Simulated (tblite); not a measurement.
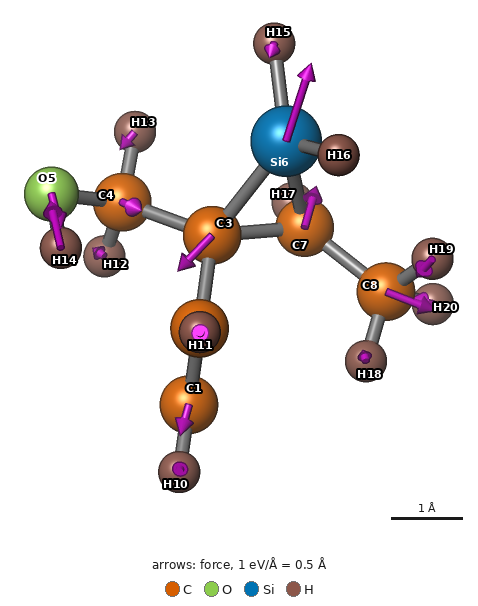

Starting geometry of C$_{6}$H$_{12}$OSi with the computed forces as purple arrows. The picture is a ball-and-stick view, seen face on.

Method: tblite, GFN2-xTB geometry optimisation, gas phase. 

Is this structure relaxed? If not, where do the atoms go?

It isn't relaxed: the largest force vector, on the Si atom, is 2.40 eV/Å. The final displacements have little in common with the starting forces (cosine between the two patterns 0.15). The atom that moves furthest after the best rigid fit is an H atom (2.04 Å). By element the largest moves are H 2.04 Å, C 0.93 Å, O 0.49 Å, Si 0.24 Å. Among the contacts that change: C–Si 1.820 → 1.922 Å, H–O 1.016 → 0.964 Å, C–H 1.124 → 1.087 Å, H–Si 1.480 → 1.447 Å. Bond angles that change, for instance: Si–C–C 109.9° → 123.7°, C–C–H 120.3° → 110.8°, C–Si–H 112.1° → 120.1°. Groups turn about C–C by about 80°, C–C by about 40°, C–C by about 25°. After 168 geometry steps the energy has fallen by 0.867 eV. Cost: 1.4 s on 1 thread of Arm Neoverse V1 (shared host).
